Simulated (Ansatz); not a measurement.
# The perfect W wire along [100], 24 atoms a period, part 2 of 2

Aim: is the W wire along [100], 24 atoms a period a metal or a semiconductor?

Ansatz 0.2.0; DFT PBE, plane waves, PAW; relaxation of a wire's period; PAW set soft_1 (the session's first sound run).

So far: Starting point; Relaxing the period.

## (2) Relaxing the period (continued)

Step by step:

| step | energy less that of the first step (eV) | largest force component (eV/Å) | pressure (GPa) | volume (Å³) |
| --- | --- | --- | --- | --- |
| 1 | 0.0000 | 2.9172 | -7.75 | 843.27 |
| 2 | -2.6604 | 1.8353 | 4.68 | 811.98 |
| 3 | -3.1229 | 1.1638 | 3.32 | 815.29 |
| 4 | -3.4699 | 0.4173 | -0.57 | 829.48 |
| 5 | -3.5903 | 0.0373 | -0.06 | 825.64 |
| 6 | -3.5915 | 0.0060 | -0.11 | 825.26 |
| 7* | -3.5873 | 0.0061 | -0.11 | 825.26 |

Relaxation steps marked * repeat the geometry before them on a plane-wave basis chosen anew for their cell, so energy and pressure can jump there.

Forces are held to the 16 operations that the run works with; a distortion that breaks them can't arise in this run.

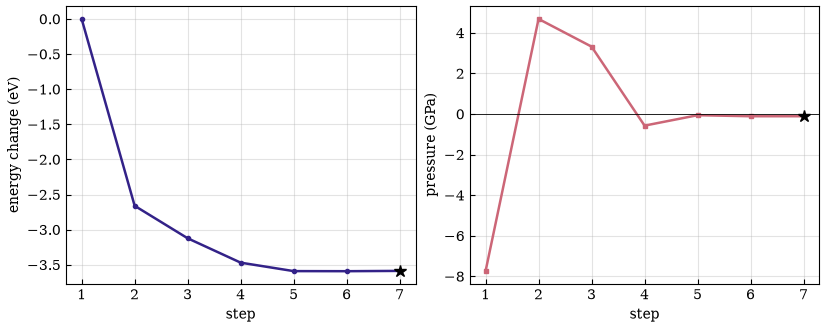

Energy and pressure along the relaxation. Stars mark steps on a basis chosen anew.

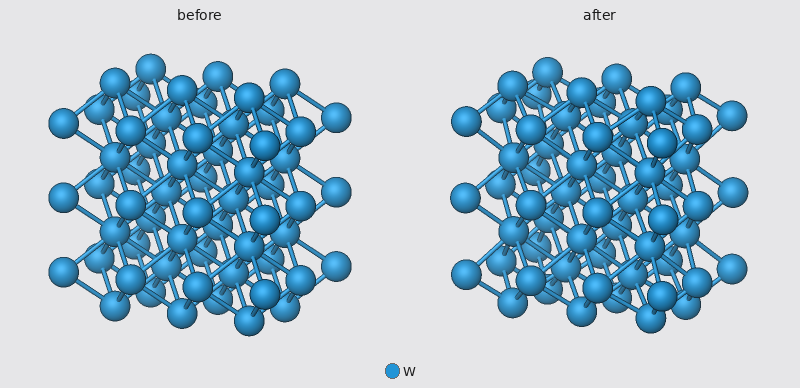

The structure before and after the relaxation, drawn at the same scale.

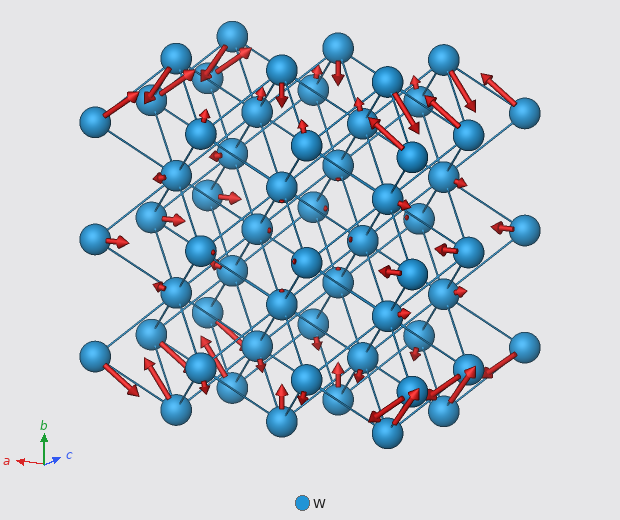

Displacements in the relaxation, exaggerated, measured against the changing cell; the longest in the cell stands for 0.16 Å. 1×1×2 cells are drawn. Some periodic images of atoms are drawn too.

| cell as run | before | after | change |
| --- | --- | --- | --- |
| c (Å) | 3.170 | 3.102 | -2.1 % |

The atoms that moved most (Å, along periodic axes as changes of fractional coordinates times the final cell, across vacuum about the mean position):

| atom | dx | dy | dz | length |
| --- | --- | --- | --- | --- |
| W1 | 0.132 | -0.095 | 0.000 | 0.162 |
| W13 | -0.095 | 0.132 | 0.000 | 0.162 |
| W16 | -0.095 | -0.132 | 0.000 | 0.162 |
| W10 | -0.132 | -0.095 | 0.000 | 0.162 |
| W21 | 0.095 | 0.132 | 0.000 | 0.162 |
| W3 | 0.132 | 0.095 | 0.000 | 0.162 |
| W12 | -0.132 | 0.095 | 0.000 | 0.162 |
| W24 | 0.095 | -0.132 | 0.000 | 0.162 |

This step gave:

- energy at zero smearing: -249232.2059 eV
- cell length along the wire: 3.102 Å

The cell's length comes to 3.102 Å with spin left out.

## (3) The wire at its relaxed period

This step: DFT PBE, plane waves, PAW; bands of a perfect wire; PAW set soft_1 (Ansatz 0.2.0).

At the relaxed period the bands are computed along the axis; those that cross an energy going forward count the channels that a perfect wire would open there.

Contents of input.yaml:

```yaml
crystal:
  lattice:
    - [16.31, 0.0, 0.0]
    - [0.0, 16.31, 0.0]
    - [0.0, 0.0, 3.1022752218]
  atoms:
    - { symbol: W, position: [0.216528508, 0.299826128, 0.0] }
    - { symbol: W, position: [0.213756537, 0.5, 0.0] }
    - { symbol: W, position: [0.216528508, 0.700173872, 0.0] }
    - { symbol: W, position: [0.403489147, 0.302747896, 0.0] }
    - { symbol: W, position: [0.403525599, 0.5, 0.0] }
    - { symbol: W, position: [0.403489147, 0.697252104, 0.0] }
    - { symbol: W, position: [0.596510853, 0.302747896, 0.0] }
    - { symbol: W, position: [0.596474401, 0.5, 0.0] }
    - { symbol: W, position: [0.596510853, 0.697252104, 0.0] }
    - { symbol: W, position: [0.783471492, 0.299826128, 0.0] }
    - { symbol: W, position: [0.786243463, 0.5, 0.0] }
    - { symbol: W, position: [0.783471492, 0.700173872, 0.0] }
    - { symbol: W, position: [0.299826128, 0.216528508, 0.5] }
    - { symbol: W, position: [0.302747896, 0.403489147, 0.5] }
    - { symbol: W, position: [0.302747896, 0.596510853, 0.5] }
    - { symbol: W, position: [0.299826128, 0.783471492, 0.5] }
    - { symbol: W, position: [0.5, 0.213756537, 0.5] }
    - { symbol: W, position: [0.5, 0.403525599, 0.5] }
    - { symbol: W, position: [0.5, 0.596474401, 0.5] }
    - { symbol: W, position: [0.5, 0.786243463, 0.5] }
    - { symbol: W, position: [0.700173872, 0.216528508, 0.5] }
    - { symbol: W, position: [0.697252104, 0.403489147, 0.5] }
    - { symbol: W, position: [0.697252104, 0.596510853, 0.5] }
    - { symbol: W, position: [0.700173872, 0.783471492, 0.5] }
kpoints:
  mp_grid: { grid: [1, 1, 26] }
  band_path: { path: ["Γ", Z], npoints: 90 }
scf:
  occupations: { method: fermi_dirac, width: 0.05 }
hamiltonian:
  xc: pbe
  pseudopotentials: { kind: paw, azcp: { folder: soft_1 } }
output:
  dos: { e_range: [-5, 4] }
  write_potential: true
  write_density: true
  volumetric_format: npy
```

Started as:

```sh
$ ansatz run input.yaml --threads 4 --pin off --max-ram 16384MiB --backend cpu --events-out ev --progress --plain --runs-dir out
```

Numbers of over 12 decimals in the logs are rounded to 6 here.

The program printed:

```text
[...]
Crystal: 24 atoms, lattice volume = 825.255 Å³
Basis set: ecut = 420 eV, 16155 PW (Γ)
Bands: 202, of which v1, the nominal top of the filled ones, is band 168 counted from 1 (167 counted from 0)
Symmetry: 16 space group operations
[...]
k-points: 14 of 26
[...]
SCF iter   1: F=—  HF=-249253.805887 eV  |F-HF|=—  |Δ(HF+E_count)|=         —  Δρ=5.55e-2  dr2=1.78e2  ethr=3.10e-3  ⟨swp⟩=9.7  Hψ=12990  notcnv=0  defer=10
[...]
SCF iter  12: F=-249232.288214 eV  HF=-249232.288214 eV  |F-HF|=8.15e-10  |Δ(HF+E_count)|=   9.66e-8  Δρ=1.16e-6  dr2=1.98e-8  ethr=2.98e-11  ⟨swp⟩=16.0  Hψ=10352  notcnv=0
SCF 1 converged in 12 iterations: F = -249232.288214 eV  dr2 = 1.98e-8
[...]
NSCF: frozen V_eff on 91 k-points
WARN: The output density's exchange-correlation potential varies sharply where the density is thin. Do not read a vacuum level from v_tot or v_xc, or from such a field of the output density. On a cell that repeats whose density bears no net charge and no dipole along the vacuum's axis use v_es (v_loc + v_h of the components); under efield.dipole_correction with no amplitude use v_es + v_field, which holds any externa [...]
SCF converged after 12 iterations
Free energy (F): -249232.288214 eV
[...]
Internal energy: -249232.123657 eV  (E = F + TS)
E sigma→0 (E₀):  -249232.205936 eV
Entropy (-TS):   -0.164557 eV (-6.857 meV/atom)
Fermi energy:    8.260789 eV
[...]
--- Band table (eV; the first three rows and the last of 14) ---
  k-point 0: bands = [... 164 lower, 7.9893, 7.9893, 8.0467, 8.0852, 8.1125, 8.1125, 8.1736, 8.2493, ... 30 higher]
  k-point 1: bands = [... 164 lower, 7.8924, 7.9242, 8.0537, 8.0696, 8.1536, 8.1536, 8.2403, 8.2403, ... 30 higher]
  k-point 2: bands = [... 164 lower, 7.7466, 8.0496, 8.0542, 8.1391, 8.2122, 8.2122, 8.2611, 8.2611, ... 30 higher]
  k-point 13: bands = [... 164 lower, 8.3473, 8.3473, 8.8356, 8.8356, 8.8966, 8.8966, 9.1533, 9.1533, ... 30 higher]
```

Elapsed: 3 min, on 4 threads of Intel Xeon Platinum 8488C (Sapphire Rapids), shared host; peak memory 7.8 GiB; 12 min of CPU time.

Numbers from this step:

* band gap: 0 eV

Electronic bands along the path, in eV, zero at the Fermi level; # counts the bands kept:

| point | #44 | #45 | #46 | #47 | #48 | #49 | #50 | #51 |
| --- | --- | --- | --- | --- | --- | --- | --- | --- |
| Γ | -0.27 | -0.21 | -0.18 | -0.15 | -0.15 | -0.09 | -0.01 | -0.01 |
| Z | 0.09 | 0.57 | 0.57 | 0.64 | 0.64 | 0.89 | 0.89 | 0.93 |

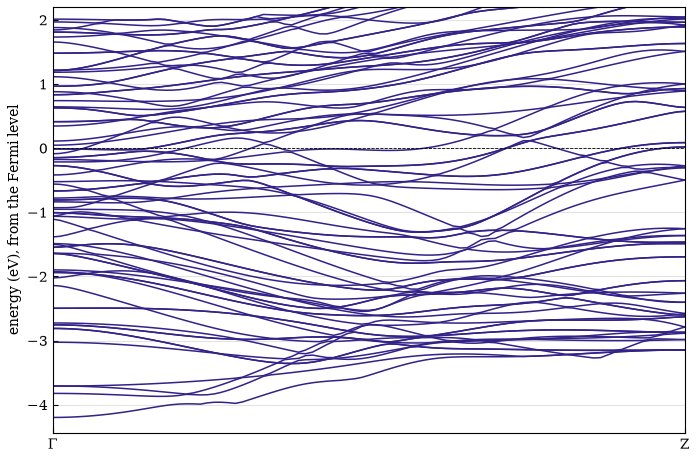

Electronic bands along the path.

Between Γ and Z the bands cross the Fermi level 15 times, so a perfect wire would conduct at least 15 G₀, with spin left out.

## (4) Summary of results

| Quantity | Value |
| --- | --- |
| cell length, PBE | 3.102 Å |
| ballistic conductance by band crossings, a lower bound, PBE | 15 G₀ |

In words: Under PBE the cell's length is 3.10 Å, and the bands cross the Fermi level 15 times between Γ and Z, which gives a perfect wire at least 15 G₀ (opposite crossings within one step of the path cancel in such a count). No spin was allowed, though thin wires with open d shells can turn magnetic. Spin-orbit coupling is left out, which matters for the bands of heavy atoms.

[Logs are printed without paths, hosts, clocks, repeated set-up lines and the standing remarks that a program may print on its own settings, such as how far it seeks lower states.]

[Hosts, paths, dates, database ids (printed as entryN), source tags and the programs' standing remarks are cut or masked in the printed files.]
